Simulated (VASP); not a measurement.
# A VASP study of Nickel (LDA): structure first, properties next, part 2 of 4

How well does LDA reproduce what experiment finds for Nickel? The cell is relaxed first, and properties follow on it. Left out of this account: 1 further run (phonons: it ended without a result to show). The start is a cell from a database of measured crystal structures.

VASP 6.6.1, plane waves and PAW; the level of theory is named at each step.

So far, moment of the cell, from the last line of the log (μB): step 2 (magnetic order: ferromagnetic) 0.571.

**4. Magnetic order: antiferromagnetic, q = (1/2, 1/2, 0)**

Level of this step: LDA, spin-polarised from an antiferromagnetic start; plane waves and PAW (Ni) (VASP).

Next, a pattern with opposite moments, which needs a doubled cell; q is given in the reciprocal vectors of the primitive cell.

The input, INCAR:

```
SYSTEM = Ni
PREC = Accurate
ENCUT = 400
EDIFF = 1E-06
NELM = 100
ISMEAR = 1
SIGMA = 0.2
LREAL = .FALSE.
ALGO = Normal
GGA = CA
NBANDS = 17
ISPIN = 2
MAGMOM = 1 -1
LASPH = .TRUE.
LMAXMIX = 4
LORBIT = 11
LWAVE = .FALSE.
LCHARG = .FALSE.
KPAR = 4
ISIF = 2
```

The input, POSCAR:

```
Ni
1.0
    0.0000000000      3.5238700000      3.5238700000
    1.7619350000      1.7619350000      3.5238700000
    1.7619350000      1.7619350000      0.0000000000
Ni
2
Direct
    0.0000000000      0.0000000000      0.0000000000
    0.5000000000      0.0000000000      0.0000000000
```

The input, KPOINTS:

```
Automatic mesh
0
Gamma
11 11 11
0 0 0
```

The projector-augmented-wave data sets are Ni (LDA family, release 64).

On the command line:

```sh
$ mpirun -np 4 vasp_std
```

Log:

```text
[... set-up lines as in an earlier step ...]
 entering main loop
       N       E                     dE             d eps       ncg     rms          rms(c)
DAV:   1     0.754879089566E+02    0.75488E+02   -0.79056E+03  9200   0.139E+03
DAV:   2    -0.125431861790E+02   -0.88031E+02   -0.82937E+02  8638   0.233E+02
DAV:   3    -0.150870605076E+02   -0.25439E+01   -0.24962E+01  9768   0.528E+01
DAV:   4    -0.151209540606E+02   -0.33894E-01   -0.33880E-01 11143   0.503E+00
DAV:   5    -0.151217258107E+02   -0.77175E-03   -0.77170E-03 10036   0.670E-01    0.146E+01
DAV:   6    -0.137829825633E+02    0.13387E+01   -0.12590E+01  9023   0.759E+01    0.901E+00
DAV:   7    -0.130021817785E+02    0.78080E+00   -0.28267E+00  9103   0.323E+01    0.244E+00
DAV:   8    -0.129715285816E+02    0.30653E-01   -0.30953E-02 13266   0.376E+00    0.847E-01
DAV:   9    -0.129681619214E+02    0.33667E-02   -0.37990E-03 12791   0.115E+00    0.365E-01
DAV:  10    -0.129675127733E+02    0.64915E-03   -0.13430E-03 14621   0.990E-01    0.126E-01
DAV:  11    -0.129676261364E+02   -0.11336E-03   -0.22337E-04 13281   0.292E-01    0.979E-02
DAV:  12    -0.129678058404E+02   -0.17970E-03   -0.10400E-03 12126   0.829E-01    0.428E-02
DAV:  13    -0.129678311569E+02   -0.25317E-04   -0.92510E-05 13136   0.176E-01    0.198E-02
DAV:  14    -0.129678376239E+02   -0.64670E-05   -0.29912E-05 11907   0.102E-01    0.118E-02
DAV:  15    -0.129678402392E+02   -0.26154E-05   -0.59631E-05 10851   0.134E-01    0.349E-03
DAV:  16    -0.129678404980E+02   -0.25875E-06   -0.15831E-06  6158   0.115E-02
   1 F= -.12967840E+02 E0= -.12958054E+02  d E =-.293583E-01  mag=     0.0000
```

The job ended after 17 s (4 MPI ranks of Intel Xeon 6975P-C (Granite Rapids), shared host; peak memory 0.64 GiB).

Parts of OUTCAR (step 4):

```text
  LATTYP: Found a simple tetragonal cell.
 ALAT       =     2.4917523730
 C/A-ratio  =     1.4142135624

 Subroutine GETGRP returns: Found 16 space group operations
 (whereof 16 operations were pure point group operations)

The static configuration has the point symmetry D_4h.

 Found    126 irreducible k-points:

   k-points           NKPTS =    126   k-points in BZ     NKDIM =    126   number of bands    NBANDS=     17

   dimension x,y,z NGX =    36 NGY =   28 NGZ =   16
   dimension x,y,z NGXF=    72 NGYF=   56 NGZF=   32

   ENCUT  =  400.0 eV  29.40 Ry    5.42 a.u.   8.13  7.04  4.06*2*pi/ulx,y,z

   NELECT =      20.0000    total number of electrons

 E-fermi :   8.7731

 spin component 1
 k-point     1 :       0.0000    0.0000    0.0000
  band No.  band energies     occupation
    ...
      4       6.9271      1.00000
      5       6.9271      1.00000
      6       6.9293      1.00000
      7       8.0502      1.00000
      8       8.0511      1.00000
      9       8.7749      0.49255
     10       8.9429     -0.00146
     11       8.9429     -0.00146
     12      11.4194     -0.00000
     13      18.3124      0.00000
    ...

 k-point     2 :       0.0909    0.0000    0.0000
  band No.  band energies     occupation
    ...
      6       6.9870      1.00000
      7       8.0041      1.00000
      8       8.0559      1.00000
      9       8.4826      1.02970
     10       8.6813      0.84673
     11       8.9076      0.05014
     12      12.0944     -0.00000
     13      18.3618      0.00000
     14      21.8574      0.00000
     15      24.0293      0.00000
    ...

 k-point     3 :       0.1818    0.0000    0.0000
  band No.  band energies     occupation
    ...
      6       7.1090      1.00000
      7       7.7131      1.00000
      8       7.8820      1.00000
      9       8.1114      1.00002
     10       8.4382      1.01966
     11       8.8034      0.37347
     12      13.5081      0.00000
     13      18.2727      0.00000
     14      19.0493      0.00000
     15      24.9760      0.00000
    ...

 k-point     4 :       0.2727    0.0000    0.0000
  band No.  band energies     occupation
    ...
      7       7.3084      1.00000
      8       7.7325      1.00000
      9       8.1320      1.00003
     10       8.3396      1.00448
     11       8.6343      0.95792
     12      15.2464      0.00000
     13      15.6328      0.00000
     14      19.1023      0.00000
     15      26.4493      0.00000
     16      27.0345      0.00000
    ...

  Total       -2.6154854     -2.6154854     -2.6525257      0.0000000      0.0000000     -0.0000000
  in kB     -191.5284280   -191.5284280   -194.2408365      0.0000000      0.0000000     -0.0000000
  external PRESSURE =    -192.4325642 kB  Pullay stress =       0.0000000 kB

  energy-cutoff  :      400.00
  volume of cell :       21.88
      direct lattice vectors                 reciprocal lattice vectors
     0.000000000  3.523870000  3.523870000    -0.283778914  0.283778914  0.000000000
     1.761935000  1.761935000  3.523870000     0.283778914 -0.283778914  0.283778914
     1.761935000  1.761935000  0.000000000     0.283778914  0.283778914 -0.283778914

 POSITION                                       TOTAL-FORCE (eV/Angst)
 -----------------------------------------------------------------------------------
      0.00000      0.00000      0.00000         0.000000     -0.000000      0.000000
      0.00000      1.76194      1.76194        -0.000000      0.000000     -0.000000
 -----------------------------------------------------------------------------------
    total drift:                               -0.000000     -0.000000      0.000000

  FREE ENERGIE OF THE ION-ELECTRON SYSTEM (eV)
  ---------------------------------------------------
  free  energy   TOTEN  =       -12.9678404980 eV

  energy  without entropy=      -12.9384822318  energy(sigma->0) =      -12.95805441

 total charge
# of ion       s       p       d       tot
------------------------------------------
    1        0.495   0.489   8.325   9.309
    2        0.495   0.489   8.325   9.309
--------------------------------------------------
tot          0.990   0.977  16.651  18.618

 magnetization (x)
# of ion       s       p       d       tot
------------------------------------------
    1       -0.000   0.000   0.000   0.000
    2        0.000  -0.000  -0.000  -0.000
--------------------------------------------------
tot          0.000   0.000   0.000   0.000

[... 6 further parts left out ...]
```

Numbers from this step:

```yaml
scf_cycles: 16
irreducible_k_points: 126
symmetry_operations: 16
fermi_energy: 8.773 eV
pressure: -19.24 GPa
```

The energy lies +48.5 meV an atom from the first pattern. The moments fall under 0.1 μB, and the mesh shows no gap.

**5. The orders side by side**

This step: collinear orders at LDA; plane waves and PAW (VASP 6.6.1).

Derived from the runs above.

Patterns, by row:

| start | atoms | energy less that of the first (meV/atom) | largest site moment (μB) | end state |
| --- | --- | --- | --- | --- |
| ferromagnetic | 1 | 0 | 0.58 | ferromagnetic |
| antiferromagnetic, q = (0, 0, 1/2) | 2 | 49.8 | 0 | non-magnetic |
| antiferromagnetic, q = (1/2, 1/2, 0) | 2 | 48.5 | 0 | non-magnetic |

The session goes on in the lowest magnetic state found: ferromagnetic. Runs that ended non-magnetic differ by up to 1.2 meV an atom among themselves, which is the error from the unlike meshes of the cells.

**6. Relaxing cell and atoms (LDA)**

This step: LDA, spin-polarised from a ferromagnetic start (one magnetic atom a cell); plane waves and PAW (Ni) (VASP 6.6.1).

System of this step: Nickel. It takes space group Fm-3m (No. 225, cubic). Conventional cell: a = 3.524 Å, b = 3.524 Å, c = 3.524 Å, α = 90.00°, β = 90.00°, γ = 90.00°. Ni has 12 Ni at 2.49 Å nearest.

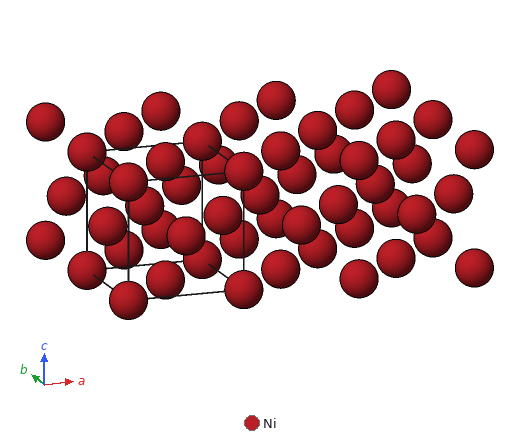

The cell of this step (nickel red). 3×2×1 conventional cells are drawn. Some periodic images of atoms are drawn too.

The start need not lie at this functional's minimum. ISIF = 3 frees volume, shape and positions, and EDIFFG sets the threshold on forces and stress at which the search stops.

Changes to INCAR since step 4:

```diff
@@ -10,5 +10,5 @@
 GGA = CA
-NBANDS = 17
+NBANDS = 12
 ISPIN = 2
-MAGMOM = 1 -1
+MAGMOM = 0.58
 LASPH = .TRUE.
@@ -19,2 +19,5 @@
 KPAR = 4
-ISIF = 2
+IBRION = 2
+NSW = 60
+ISIF = 3
+EDIFFG = -0.01
```

The input, POSCAR:

```
Ni
1.0
    0.0000000000      1.7619350000      1.7619350000
    1.7619350000      0.0000000000      1.7619350000
    1.7619350000      1.7619350000      0.0000000000
Ni
1
Direct
    0.0000000000      0.0000000000      0.0000000000
```

KPOINTS is that of step 4.

On the command line:

```sh
$ mpirun -np 4 vasp_std
```

Log:

```text
[... set-up lines as in an earlier step ...]
 entering main loop
       N       E                     dE             d eps       ncg     rms          rms(c)
DAV:   1     0.237531827338E+02    0.23753E+02   -0.38631E+03  2900   0.883E+02
DAV:   2    -0.679703521808E+01   -0.30550E+02   -0.28822E+02  2872   0.151E+02
DAV:   3    -0.763539156367E+01   -0.83836E+00   -0.83525E+00  3124   0.281E+01
DAV:   4    -0.764180608728E+01   -0.64145E-02   -0.64130E-02  3084   0.213E+00
DAV:   5    -0.764193198546E+01   -0.12590E-03   -0.12590E-03  3184   0.287E-01    0.101E+01
DAV:   6    -0.694534683225E+01    0.69659E+00   -0.16381E+01  3400   0.533E+01    0.636E+00
DAV:   7    -0.655023082403E+01    0.39512E+00   -0.29916E+00  3328   0.212E+01    0.180E+00
DAV:   8    -0.653165494299E+01    0.18576E-01   -0.23141E-02  3816   0.129E+00    0.866E-01
DAV:   9    -0.652895492799E+01    0.27000E-02   -0.15403E-03  3968   0.274E-01    0.248E-01
DAV:  10    -0.652812450541E+01    0.83042E-03   -0.88638E-04  3912   0.182E-01    0.538E-02
DAV:  11    -0.652813064598E+01   -0.61406E-05   -0.60344E-06  2924   0.271E-02    0.288E-02
DAV:  12    -0.652813057529E+01    0.70690E-07   -0.56563E-06  2064   0.152E-02
   1 F= -.65281306E+01 E0= -.65275522E+01  d E =-.652813E+01  mag=     0.5711
 curvature:   0.00 expect dE= 0.000E+00 dE for cont linesearch  0.000E+00
 trial: gam= 0.00000 g(F)=  0.199E-62 g(S)=  0.235E+00 ort = 0.000E+00 (trialstep = 0.100E+01)
 search vector abs. value=  0.235E+00
 bond charge predicted
       N       E                     dE             d eps       ncg     rms          rms(c)
DAV:   1    -0.124079710190E+02   -0.58798E+01   -0.77402E+01  3308   0.117E+02    0.225E+01
DAV:   2    -0.754754393221E+01    0.48604E+01   -0.49398E+01  3372   0.106E+02    0.697E+00
DAV:   3    -0.665679706555E+01    0.89075E+00   -0.59168E+00  3344   0.323E+01    0.370E+00
DAV:   4    -0.654061285901E+01    0.11618E+00   -0.10900E-01  3520   0.247E+00    0.195E+00
DAV:   5    -0.649784240457E+01    0.42770E-01   -0.52770E-02  3520   0.144E+00    0.105E+00
DAV:   6    -0.649811096787E+01   -0.26856E-03   -0.20417E-03  3172   0.568E-01    0.236E-01
DAV:   7    -0.649812202666E+01   -0.11059E-04   -0.89730E-05  3716   0.892E-02    0.719E-02
DAV:   8    -0.649812149619E+01    0.53047E-06   -0.66029E-06  3636   0.224E-02
   2 F= -.64981215E+01 E0= -.64988297E+01  d E =0.300091E-01  mag=     0.5733
[...]
3 F= -.65878424E+01 E0= -.65879174E+01  d E =-.597118E-01  mag=     0.5708
 curvature:  -0.20 expect dE=-0.269E-04 dE for cont linesearch -0.269E-04
 ZBRENT: interpolating
 opt :   0.4795  next Energy=    -6.587866 (dE=-0.597E-01)
 bond charge predicted
       N       E                     dE             d eps       ncg     rms          rms(c)
DAV:   1    -0.658842099465E+01   -0.57893E-03   -0.75309E-03  3340   0.127E+00    0.196E-01
DAV:   2    -0.658802598761E+01    0.39501E-03   -0.67331E-03  3388   0.104E+00    0.915E-02
DAV:   3    -0.658788418853E+01    0.14180E-03   -0.90330E-04  3348   0.404E-01    0.320E-02
DAV:   4    -0.658787164964E+01    0.12539E-04   -0.85817E-06  3180   0.190E-02    0.176E-02
DAV:   5    -0.658786994020E+01    0.17094E-05   -0.31183E-06  2348   0.104E-02    0.303E-03
DAV:   6    -0.658787000087E+01   -0.60666E-07   -0.12159E-07  1452   0.328E-03
   4 F= -.65878700E+01 E0= -.65879586E+01  d E =-.597394E-01  mag=     0.5709
 curvature:  -0.18 expect dE=-0.886E-07 dE for cont linesearch -0.886E-07
 trial: gam=-0.00146 g(F)=  0.361E-63 g(S)=  0.501E-06 ort = 0.343E-03 (trialstep = 0.896E+00)
 search vector abs. value=  0.101E-09
 reached required accuracy - stopping structural energy minimisation
```

Run time: 4.2 s. Hardware: 4 MPI ranks; peak memory 0.5 GiB.

OUTCAR, selected parts (step 6):

```text
   NELECT =      10.0000    total number of electrons

 E-fermi :  10.2727

 spin component 1
 k-point     1 :       0.0000    0.0000    0.0000
  band No.  band energies     occupation
    ...
      2       7.7173      1.00000
      3       7.7173      1.00000
      4       7.7173      1.00000
      5       9.0160      1.00000
      6       9.0160      1.00000
      7      34.7732      0.00000
      8      39.2023      0.00000
      9      39.2023      0.00000
     10      39.2023      0.00000
     11      42.4830      0.00000
    ...

 k-point     2 :       0.0909    0.0000    0.0000
  band No.  band energies     occupation
    ...
      2       7.6233      1.00000
      3       7.7961      1.00000
      4       7.7961      1.00000
      5       8.9838      1.00000
      6       8.9838      1.00000
      7      33.5954      0.00000
      8      36.5149      0.00000
      9      38.6008      0.00000
     10      38.6008      0.00000
     11      43.4054      0.00000
    ...

  Total       -0.0018599     -0.0018599     -0.0018599      0.0000000      0.0000000      0.0000000
  in kB       -0.2979843     -0.2979843     -0.2979843      0.0000000      0.0000000      0.0000000
  external PRESSURE =      -0.2979843 kB  Pullay stress =       0.0000000 kB

 POSITION                                       TOTAL-FORCE (eV/Angst)
 -----------------------------------------------------------------------------------
      0.00000      0.00000      0.00000         0.000000      0.000000     -0.000000
 -----------------------------------------------------------------------------------
    total drift:                                0.000000      0.000000     -0.000000

  FREE ENERGIE OF THE ION-ELECTRON SYSTEM (eV)
  ---------------------------------------------------
  free  energy   TOTEN  =        -6.5878700009 eV

  energy  without entropy=       -6.5881359062  energy(sigma->0) =       -6.58795864

 reached required accuracy - stopping structural energy minimisation

 magnetization (x)
# of ion       s       p       d       tot
------------------------------------------
    1       -0.005  -0.020   0.597   0.571

[... 7 parts as in an earlier step ...]

[... 15 further parts left out ...]
```

The magnetic order is the only one that the search above brought to convergence with its moments; longer or canted patterns were not tried. After so large a change of volume the plane waves of the start cell no longer fit, so the final stress carries a basis-set error. The run keeps the 48 symmetry operations of its start, so it cannot find a distortion of lower symmetry.

Step by step:

| step | energy less that of the first step (eV) | largest force (eV/Å) | pressure (GPa) | volume (Å³) |
| --- | --- | --- | --- | --- |
| 1 | 0.0000 | 0.0000 | -18.67 | 10.94 |
| 2 | 0.0300 | 0.0000 | 33.25 | 9.04 |
| 3 | -0.0597 | 0.0000 | -0.49 | 10.02 |
| 4 | -0.0597 | 0.0000 | -0.03 | 10.00 |

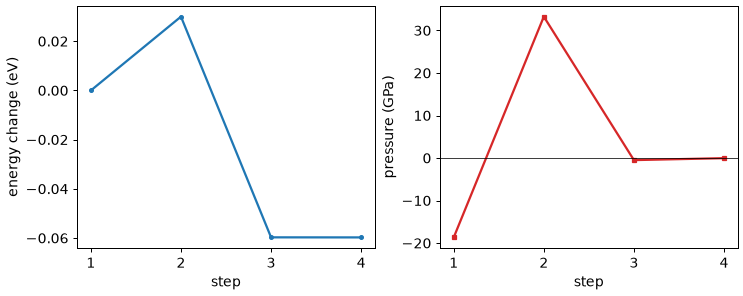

Energy and pressure along the relaxation.

| conventional cell, symmetrised | before | after | change |
| --- | --- | --- | --- |
| a (Å) | 3.524 | 3.420 | -2.9 % |
| b (Å) | 3.524 | 3.420 | -2.9 % |
| c (Å) | 3.524 | 3.420 | -2.9 % |
| volume (Å³/atom) | 10.94 | 10.00 | -8.6 % |

Final coordinates:

```xyz
1
Lattice="0.0000 1.7100 1.7100 1.7100 0.0000 1.7100 1.7100 1.7100 0.0000" Properties=species:S:1:pos:R:3 pbc="T T T"
Ni    0.0000    0.0000    0.0000
```

This step gave:

- electrons: 10
- bands: 12
- irreducible k-points: 56
- symmetry operations: 48
- free energy (TOTEN): -6.588 eV
- energy at zero smearing: -6.588 eV
- Fermi energy: 10.27 eV
- pressure: -0.02980 GPa
- moment of the cell, from the last line of the log: 0.5709 μB
- SCF cycles over all ionic steps: 35

Spin moment in the PAW sphere by atom:

| atom | spin moment in the PAW sphere (μB) |
| --- | --- |
| Ni1 | 0.571 |

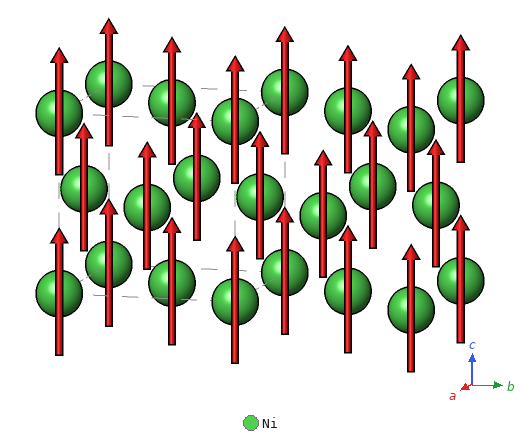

Spin moment in the PAW sphere as arrows, the longest 0.571 μB. Up and down stand for the sign. Arrows give size and sign along the axis of quantisation, drawn up and down the page. 1×2×1 conventional cells are drawn. Some periodic images of atoms are drawn too.

It ends with forces that vanish by symmetry and a pressure of -0.03 GPa.

(Continued in part 3 of 4.)

[Lines on the potential files, build, host, timing and source positions are cut from VASP's logs without a mark.]

[Logs are printed without paths, hosts, clocks, repeated set-up lines and the standing remarks that a program may print on its own settings, such as how far it seeks lower states.]

[Hosts, paths, dates, database ids (printed as entryN), source tags and the programs' standing remarks are cut or masked in the printed files.]

[A measured line is paired with the nearest computed mode of its activity, which favours agreement.]
